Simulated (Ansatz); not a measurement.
# AlSiH₂ (quartet): correlated methods under varied settings at scale of all distances = 1.113

Aim: run AlSiH₂ (quartet) at one geometry under a spread of methods and options, and see what each costs and gives.

Computed with Ansatz 0.2.0, Gaussian basis. Level: the settings change from run to run.

17 further runs of the same task are left out: 15 that didn't finish, 2 set aside as unsound or not needed.

### 1 The system

The geometry derives from a PBE0/def2-TZVP stationary point (not a proven minimum). All distances are scaled together.

4 atoms, charge 0, spin multiplicity 4.

Atoms are counted from 1 here; the program's logs count them from 0.

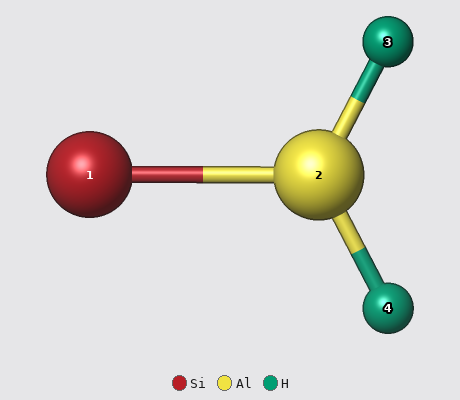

The geometry (silicon red, aluminium yellow, hydrogen teal); atoms are numbered from 1 in the order of the file.

### 2 BCCD(T) on UHF/6-31G

Contents of in.yaml:

```yaml
crystal:
  periodic: [false, false, false]
  atoms:
    - {symbol: Si, position_ang: [0.000000, 0.000000, 1.390502]}
    - {symbol: Al, position_ang: [0.000000, 0.000000, -1.290394]}
    - {symbol: H, position_ang: [0.000000, 1.564288, -2.101382]}
    - {symbol: H, position_ang: [0.000000, -1.564288, -2.101382]}
basis:
  gaussian: {orbitals: 6-31G, point_charges: [{charge: 0.50, position_ang: [3.745, -0.914, 0.875]}]}
magnetization: {spin_polarized: true, initial_magnetization: 3}
correlation: {method: bccd_t, electrons: valence}
```

Command:

```console
> ansatz run in.yaml --threads 1 --pin off --events-out ev --progress --plain --max-ram 2393MiB
```

The program printed, shortened:

```text
Functional definition: HF
  name "HF"
  cite "Fock, Z. Phys. 61, 126 (1930) doi:10.1007/BF01340294"
  parent pbe
[...]
342 factors; integrals over basis functions are off by at most 1.5e-4 eV
[...]
mean field -14472.36790658 eV, -531.8497108435 hartree, gradient 1.1e-6 eV, S^2 3.758135; 1 other end points of the search recorded, 0 dependent functions left out
determinant -14472.36790658 eV, -531.8497108435 hartree, with singles and doubles -14474.57840073 eV, -531.9309450052 hartree
determinant -14469.81967010 eV, -531.7560648802 hartree, with singles and doubles -14472.14533906 eV, -531.8415316382 hartree
10 core orbitals not correlated: weight in the atoms' cores, before any rotation towards them, 1.000 or more for the frozen orbitals, at most 0.000 for the correlated occupied ones
reference -14472.36790658 eV, -531.8497108435 hartree; 6, 3 occupied and 14, 17 virtual orbitals, 342 factors
second order -1.50543474 eV of doubles, -0.00000000 eV of singles
cycle   1  -2.20755632 eV  change    2.9e-3 eV  update   8.1e-3
[...]
cycle   8  -2.20396723 eV  change    4.3e-6 eV  update   1.0e-5
perturbative correction -0.05597379 eV, -0.0020569988 hartree
Total energy: -14474.62784759 eV, -531.9327621439 hartree
```

Run time: 1.2 s. Hardware: 1 thread of Arm Neoverse N1, shared host.

From the report: ⟨S²⟩ of the determinant 3.758 (pure quartet: 3.75); correlation -2.2599 eV; largest double amplitude 0.06.

### 3 CCSD(T) on ROHF/6-31G

Contents of in.yaml:

```yaml
crystal:
  periodic: [false, false, false]
  atoms:
    - {symbol: Si, position_ang: [0.000000, 0.000000, 1.390502]}
    - {symbol: Al, position_ang: [0.000000, 0.000000, -1.290394]}
    - {symbol: H, position_ang: [0.000000, 1.564288, -2.101382]}
    - {symbol: H, position_ang: [0.000000, -1.564288, -2.101382]}
basis:
  gaussian: {orbitals: 6-31G}
magnetization: {spin_polarized: false, initial_magnetization: 3}
correlation: {method: ccsd_t, electrons: all}
scf: {omitted_lower_state_checks: [cluster_reference]}
```

Same command.

The program printed, shortened:

```text
Functional definition: HF
  name "HF"
  cite "Fock, Z. Phys. 61, 126 (1930) doi:10.1007/BF01340294"
  parent pbe
[...]
342 factors; integrals over basis functions are off by at most 1.5e-4 eV
[...]
mean field -14472.30472314 eV, -531.8473888948 hartree, gradient 6.9e-6 eV, S^2 3.750000; 0 other end points of the search recorded, 0 dependent functions left out
reference -14472.30472314 eV, -531.8473888948 hartree; 16, 13 occupied and 14, 17 virtual orbitals, 342 factors
second order -1.72037497 eV of doubles, -0.01783232 eV of singles
cycle   1  -2.14565158 eV  change   -4.1e-1 eV  update   7.4e-2
[...]
cycle  10  -2.42334077 eV  change   -1.8e-5 eV  update   1.1e-5
perturbative correction -0.05709538 eV, -0.0020982165 hartree
Total energy: -14474.78515928 eV, -531.9385432419 hartree
Checks for a lower state left out: cluster_reference
```

Wall time 1.6 s (1 thread of Arm Neoverse N1, shared host).

From the report: correlation -2.4804 eV; T1 0.016; largest double amplitude 0.07.

### 4 NEVPT2(9,8)/6-31G

in.yaml, as its differences from that of step 3:

```diff
@@ -10,3 +10,2 @@
 magnetization: {spin_polarized: false, initial_magnetization: 3}
-correlation: {method: ccsd_t, electrons: all}
-scf: {omitted_lower_state_checks: [cluster_reference]}
+correlation: {method: sc_nevpt2, electrons: outside_noble_gas, active_space: {window: {electrons: 9, orbitals: 8}, states: [{multiplicity: 4, weights: [1, 1, 0.5]}]}}
```

The command is unchanged.

The program printed, shortened:

```text
Functional definition: HF
  name "HF"
  cite "Fock, Z. Phys. 61, 126 (1930) doi:10.1007/BF01340294"
  parent pbe
[...]
622 factors; integrals over basis functions are off by at most 1.1e-7 eV
[...]
mean field -14472.30480423 eV, -531.8473918749 hartree, gradient 9.8e-6 eV, S^2 3.750000; 0 other end points of the search recorded, 0 dependent functions left out
reference -14472.30480423 eV, -531.8473918749 hartree; 16, 13 occupied and 14, 17 virtual orbitals, 622 factors
state -14472.81334763 eV, -531.8660805001 hartree
state -14470.54890315 eV, -531.7828637005 hartree
state -14470.18459553 eV, -531.7694756424 hartree
state -14472.81334763 eV, -531.8660805001 hartree; corrected -14473.93252502 eV, -531.9072095105 hartree
state -14470.54890315 eV, -531.7828637005 hartree; corrected -14471.58338845 eV, -531.8208803341 hartree
state -14470.18459553 eV, -531.7694756424 hartree; corrected -14471.22972170 eV, -531.8078833208 hartree
Total energy: -14472.45230973 eV, -531.8528126020 hartree
```

It took 16 s on 1 thread of Arm Neoverse N1, shared host.

From the report: 792 determinants; active occupations (of the averaged states) 2.00, 1.96, 1.94, 1.03, 0.82, 0.61, 0.59, 0.05.

### 5 CASCI(5,8)/STO-3G

Contents of in.yaml:

```yaml
crystal:
  periodic: [false, false, false]
  atoms:
    - {symbol: Si, position_ang: [0.000000, 0.000000, 1.390502]}
    - {symbol: Al, position_ang: [0.000000, 0.000000, -1.290394]}
    - {symbol: H, position_ang: [0.000000, 1.564288, -2.101382]}
    - {symbol: H, position_ang: [0.000000, -1.564288, -2.101382]}
basis:
  gaussian: {orbitals: STO-3G, fitting: {mean_field: def2-universal-jkfit}}
magnetization: {spin_polarized: false, initial_magnetization: 3}
correlation: {active_space: {window: {electrons: 5, orbitals: 8}, fixed_orbitals: true, states: [{multiplicity: 4, weights: [0.5, 0.5]}]}}
output: {forces: true}
```

Launched as before.

The program printed, shortened:

```text
Functional definition: HF
  name "HF"
  cite "Fock, Z. Phys. 61, 126 (1930) doi:10.1007/BF01340294"
  parent pbe
[...]
292 factors; integrals over basis functions are off by at most 7.5e-3 eV
[...]
mean field -14300.92056877 eV, -525.5491373902 hartree, gradient 1.6e-6 eV, S^2 3.750000; 0 other end points of the search recorded, 0 dependent functions left out
reference -14300.92056877 eV, -525.5491373902 hartree; 16, 13 occupied and 4, 7 virtual orbitals, 292 factors
state -14301.43408124 eV, -525.5680086252 hartree
state -14297.67702548 eV, -525.4299393729 hartree
[...]
Total energy: -14299.55555336 eV, -525.4989739991 hartree
Atom 0 at     0.000000     0.000000     1.390502 Å, force     0.000000     0.000000     1.442061 eV/Å
Atom 1 at     0.000000     0.000000    -1.290394 Å, force    -0.000000     0.000000    -3.806756 eV/Å
Atom 2 at     0.000000     1.564288    -2.101382 Å, force     0.000000    -3.031555     1.182348 eV/Å
Atom 3 at     0.000000    -1.564288    -2.101382 Å, force     0.000000     3.031555     1.182348 eV/Å
Dipole moment:    -0.000000    -0.000000     0.252211 e Å
```

Wall time 0.3 s (1 thread of Arm Neoverse N1, shared host).

From the report: 150 determinants; active occupations (of the averaged states) 1.97, 1.00, 1.00, 0.50, 0.50, 0.02, 0.01, 0.00.

### 6 NEVPT2(3,4)/6-31G

Contents of in.yaml:

```yaml
crystal:
  periodic: [false, false, false]
  atoms:
    - {symbol: Si, position_ang: [0.000000, 0.000000, 1.390502]}
    - {symbol: Al, position_ang: [0.000000, 0.000000, -1.290394]}
    - {symbol: H, position_ang: [0.000000, 1.564288, -2.101382]}
    - {symbol: H, position_ang: [0.000000, -1.564288, -2.101382]}
basis:
  gaussian: {orbitals: 6-31G}
magnetization: {spin_polarized: false, initial_magnetization: 3}
correlation: {method: sc_nevpt2, electrons: outside_noble_gas, active_space: {window: {electrons: 3, orbitals: 4}}}
```

Same command.

The program printed:

```text
Functional definition: HF
  name "HF"
  cite "Fock, Z. Phys. 61, 126 (1930) doi:10.1007/BF01340294"
  parent pbe
  exchange = exact_x
  correlation = 0
342 factors; integrals over basis functions are off by at most 1.5e-4 eV
mean field evaluation 1: about -14471.3549 eV, gradient 6.9e0 eV
mean field evaluation 2: about -14471.3573 eV, gradient 6.9e0 eV
mean field evaluation 4: about -14472.2467 eV, gradient 9.9e-1 eV
mean field evaluation 8: about -14472.3038 eV, gradient 1.2e-1 eV
mean field -14472.30472314 eV, -531.8473888948 hartree, gradient 6.9e-6 eV, S^2 3.750000; 0 other end points of the search recorded, 0 dependent functions left out
reference -14472.30472314 eV, -531.8473888948 hartree; 16, 13 occupied and 14, 17 virtual orbitals, 342 factors
state -14472.30472314 eV, -531.8473888948 hartree
state -14472.30472314 eV, -531.8473888948 hartree; corrected -14473.85596663 eV, -531.9043960418 hartree
WARN: 1 active orbitals are nearly empty or full. The corrections depend on them more than the energy does, and are more stable in an active space without them
Total energy: -14473.85596663 eV, -531.9043960418 hartree
```

Run time: 0.85 s. Hardware: 1 thread of Arm Neoverse N1, shared host.

From the report: 2 determinants; active occupations 1.00, 1.00, 1.00, 0.00. The report marks this result as in doubt.

### 7 NEVPT2(3,9)/6-31G

in.yaml, as its differences from that of step 6:

```diff
@@ -10,2 +10,3 @@
 magnetization: {spin_polarized: false, initial_magnetization: 3}
-correlation: {method: sc_nevpt2, electrons: outside_noble_gas, active_space: {window: {electrons: 3, orbitals: 4}}}
+correlation: {method: sc_nevpt2, electrons: outside_noble_gas, active_space: {window: {electrons: 3, orbitals: 9}, states: [{multiplicity: 4, weights: [1, 0.5, 1]}], root: 1}}
+output: {forces: true}
```

Same command.

The program printed, shortened:

```text
Functional definition: HF
  name "HF"
  cite "Fock, Z. Phys. 61, 126 (1930) doi:10.1007/BF01340294"
  parent pbe
[...]
622 factors; integrals over basis functions are off by at most 1.1e-7 eV
[...]
mean field -14472.30480423 eV, -531.8473918749 hartree, gradient 9.8e-6 eV, S^2 3.750000; 0 other end points of the search recorded, 0 dependent functions left out
reference -14472.30480423 eV, -531.8473918749 hartree; 16, 13 occupied and 14, 17 virtual orbitals, 622 factors
state -14472.32909489 eV, -531.8482845402 hartree
state -14469.73116597 eV, -531.7528124135 hartree
state -14469.35392388 eV, -531.7389490224 hartree
state -14472.32909489 eV, -531.8482845402 hartree; corrected -14473.79178936 eV, -531.9020375704 hartree
state -14469.73116597 eV, -531.7528124135 hartree; corrected -14471.22193262 eV, -531.8075970771 hartree
state -14469.35392388 eV, -531.7389490224 hartree; corrected -14470.83776869 eV, -531.7934793134 hartree
[...]
Total energy: -14471.22193262 eV, -531.8075970771 hartree
Atom 0 at     0.000000     0.000000     1.390502 Å, force    -0.000000     0.000000     0.596485 eV/Å
Atom 1 at     0.000000     0.000000    -1.290394 Å, force     0.000000    -0.000000    -2.971112 eV/Å
Atom 2 at     0.000000     1.564288    -2.101382 Å, force    -0.000000    -1.158916     1.187314 eV/Å
Atom 3 at     0.000000    -1.564288    -2.101382 Å, force    -0.000000     1.158916     1.187314 eV/Å
Dipole moment:    -0.000000     0.000000     1.257856 e Å
```

Wall time 7 s (1 thread of Arm Neoverse N1, shared host).

From the report: 27 determinants; active occupations (of the averaged states) 0.97, 0.79, 0.61, 0.58, 0.03, 0.00, 0.00, 0.00, 0.00.

### 8 NEVPT4(SD)(3,7)/6-31G

Contents of in.yaml:

```yaml
crystal:
  periodic: [false, false, false]
  atoms:
    - {symbol: Si, position_ang: [0.000000, 0.000000, 1.390502]}
    - {symbol: Al, position_ang: [0.000000, 0.000000, -1.290394]}
    - {symbol: H, position_ang: [0.000000, 1.564288, -2.101382]}
    - {symbol: H, position_ang: [0.000000, -1.564288, -2.101382]}
basis:
  gaussian: {orbitals: 6-31G, fitting: {mean_field: def2-universal-jkfit}}
magnetization: {spin_polarized: false, initial_magnetization: 3}
correlation: {method: fic_nevpt4_sd, electrons: outside_noble_gas, active_space: {window: {electrons: 3, orbitals: 7}}}
```

Same command.

The program printed:

```text
Functional definition: HF
  name "HF"
  cite "Fock, Z. Phys. 61, 126 (1930) doi:10.1007/BF01340294"
  parent pbe
  exchange = exact_x
  correlation = 0
292 factors; integrals over basis functions are off by at most 1.1e-1 eV
mean field evaluation 1: about -14471.3585 eV, gradient 6.9e0 eV
mean field evaluation 2: about -14472.1126 eV, gradient 2.5e0 eV
mean field evaluation 4: about -14472.2810 eV, gradient 5.9e-1 eV
mean field evaluation 8: about -14472.3050 eV, gradient 7.5e-7 eV
mean field -14472.30498829 eV, -531.8473986389 hartree, gradient 7.5e-7 eV, S^2 3.750000; 0 other end points of the search recorded, 0 dependent functions left out
reference -14472.30498829 eV, -531.8473986389 hartree; 16, 13 occupied and 14, 17 virtual orbitals, 292 factors
state -14472.45378315 eV, -531.8528667493 hartree
state -14472.45378315 eV, -531.8528667493 hartree; corrected -14474.46774141 eV, -531.9268783503 hartree
Total energy: -14474.46774141 eV, -531.9268783503 hartree
```

Run time: 6 s. Hardware: 1 thread of Arm Neoverse N1, shared host.

From the report: 12 determinants; active occupations 1.00, 0.99, 0.99, 0.01, 0.01, 0.00, 0.00.

### 9 BCCD on ROHF/6-31G*

Contents of in.yaml:

```yaml
crystal:
  periodic: [false, false, false]
  atoms:
    - {symbol: Si, position_ang: [0.000000, 0.000000, 1.390502]}
    - {symbol: Al, position_ang: [0.000000, 0.000000, -1.290394]}
    - {symbol: H, position_ang: [0.000000, 1.564288, -2.101382]}
    - {symbol: H, position_ang: [0.000000, -1.564288, -2.101382]}
basis:
  gaussian: {orbitals: "6-31G*", point_charges: [{charge: -0.50, position_ang: [3.827, -0.730, 0.394]}]}
magnetization: {spin_polarized: false, initial_magnetization: 3}
correlation: {method: bccd, electrons: outside_noble_gas}
scf: {lower_state_search: full}
output: {forces: true}
```

Same command.

The program printed, shortened:

```text
Functional definition: HF
  name "HF"
  cite "Fock, Z. Phys. 61, 126 (1930) doi:10.1007/BF01340294"
  parent pbe
[...]
394 factors; integrals over basis functions are off by at most 6.8e-4 eV
[...]
mean field -14473.08836290 eV, -531.8761871249 hartree, gradient 1.1e-6 eV, S^2 3.750000; 6 other end points of the search recorded, 0 dependent functions left out
determinant -14473.08836290 eV, -531.8761871249 hartree, with singles and doubles -14476.54646033 eV, -532.0032698614 hartree
determinant -14470.43834305 eV, -531.7788006917 hartree, with singles and doubles -14474.10383011 eV, -531.9135048565 hartree
10 core orbitals not correlated: weight in the atoms' cores, before any rotation towards them, 1.000 or more for the frozen orbitals, at most 0.000 for the correlated occupied ones
reference -14473.08836290 eV, -531.8761871249 hartree; 6, 3 occupied and 26, 29 virtual orbitals, 394 factors
second order -2.58127533 eV of doubles, -0.02519000 eV of singles
cycle   1  -3.45988813 eV  change   -1.8e-3 eV  update   7.9e-3
[...]
cycle  12  -3.45571411 eV  change   -4.0e-7 eV  update   6.0e-7
[...]
Total energy: -14476.54407701 eV, -532.0031822760 hartree
Atom 0 at     0.000000     0.000000     1.390502 Å, force    -0.108984     0.017624    -1.420084 eV/Å
Atom 1 at     0.000000     0.000000    -1.290394 Å, force     0.263643    -0.067370     0.075067 eV/Å
Atom 2 at     0.000000     1.564288    -2.101382 Å, force    -0.037965    -1.443213     0.712002 eV/Å
Atom 3 at     0.000000    -1.564288    -2.101382 Å, force    -0.064783     1.472095     0.710435 eV/Å
Dipole moment:     0.145696    -0.029862    -0.234250 e Å
```

Wall time 6 s (1 thread of Arm Neoverse N1, shared host).

From the report: correlation -3.4557 eV; largest double amplitude 0.05.

### 10 NEVPT4(SD)(5,4)/6-31G

Contents of in.yaml:

```yaml
crystal:
  periodic: [false, false, false]
  atoms:
    - {symbol: Si, position_ang: [0.000000, 0.000000, 1.390502]}
    - {symbol: Al, position_ang: [0.000000, 0.000000, -1.290394]}
    - {symbol: H, position_ang: [0.000000, 1.564288, -2.101382]}
    - {symbol: H, position_ang: [0.000000, -1.564288, -2.101382]}
basis:
  gaussian: {orbitals: 6-31G}
magnetization: {spin_polarized: false, initial_magnetization: 3}
correlation: {method: fic_nevpt4_sd, electrons: outside_noble_gas, active_space: {window: {electrons: 5, orbitals: 4}}}
```

The command is unchanged.

The program printed:

```text
Functional definition: HF
  name "HF"
  cite "Fock, Z. Phys. 61, 126 (1930) doi:10.1007/BF01340294"
  parent pbe
  exchange = exact_x
  correlation = 0
342 factors; integrals over basis functions are off by at most 1.5e-4 eV
mean field evaluation 1: about -14471.3549 eV, gradient 6.9e0 eV
mean field evaluation 2: about -14471.3573 eV, gradient 6.9e0 eV
mean field evaluation 4: about -14472.2467 eV, gradient 9.9e-1 eV
mean field evaluation 8: about -14472.3038 eV, gradient 1.2e-1 eV
mean field -14472.30472314 eV, -531.8473888948 hartree, gradient 6.9e-6 eV, S^2 3.750000; 0 other end points of the search recorded, 0 dependent functions left out
reference -14472.30472314 eV, -531.8473888948 hartree; 16, 13 occupied and 14, 17 virtual orbitals, 342 factors
state -14472.30472314 eV, -531.8473888948 hartree
state -14472.30472314 eV, -531.8473888948 hartree; corrected -14474.44815358 eV, -531.9261585106 hartree
WARN: 1 active orbitals are nearly empty or full. The corrections depend on them more than the energy does, and are more stable in an active space without them
Total energy: -14474.44815358 eV, -531.9261585106 hartree
```

Wall time 1.1 s (1 thread of Arm Neoverse N1, shared host).

From the report: 2 determinants; active occupations 2.00, 1.00, 1.00, 1.00. The report marks this result as in doubt.

### 11 All runs side by side

Where basis and cores are those of an earlier FCI/6-31G run (-14474.6323 eV), and the state is the same kind, the miss against it is given. † marks a result that the program doubts.

| level | correlated | functions | energy (eV) | from FCI (meV) | time |
| --- | --- | --- | --- | --- | --- |
| BCCD(T) on UHF/6-31G (beside a point charge) | valence | 30 | -14474.6278 |  | 1.2 s |
| CCSD(T) on ROHF/6-31G | all | 30 | -14474.7852 |  | 1.6 s |
| NEVPT2(9,8)/6-31G (mean of several states) | outside noble gas | 30 | -14472.4523 |  | 16 s |
| CASCI(5,8)/STO-3G (mean of several states) |  | 20 | -14299.5556 |  | 0.3 s |
| NEVPT2(3,4)/6-31G † | outside noble gas | 30 | -14473.8560 | 776.3 | 0.85 s |
| NEVPT2(3,9)/6-31G (excited root 1 of an average) | outside noble gas | 30 | -14471.2219 |  | 7 s |
| NEVPT4(SD)(3,7)/6-31G | outside noble gas | 30 | -14474.4677 | 164.5 | 6 s |
| BCCD on ROHF/6-31G* (beside a point charge) | outside noble gas | 42 | -14476.5441 |  | 6 s |
| NEVPT4(SD)(5,4)/6-31G † | outside noble gas | 30 | -14474.4482 | 184.1 | 1.1 s |

### 12 What came out

```
quantity                                              value
    runs                                                  9
quickest  CASCI(5,8)/STO-3G (mean of several states), 0.3 s
 slowest   NEVPT2(9,8)/6-31G (mean of several states), 16 s
```

**Reading.** Total energies in different bases, with other cores or another treatment of relativity can't be set against each other. NEVPT2(9,8)/6-31G (mean of several states) took 52 times as long as CASCI(5,8)/STO-3G (mean of several states); the jobs differ in more than the method. Among the correlated runs with a miss given, it spans +165 to +776 meV.
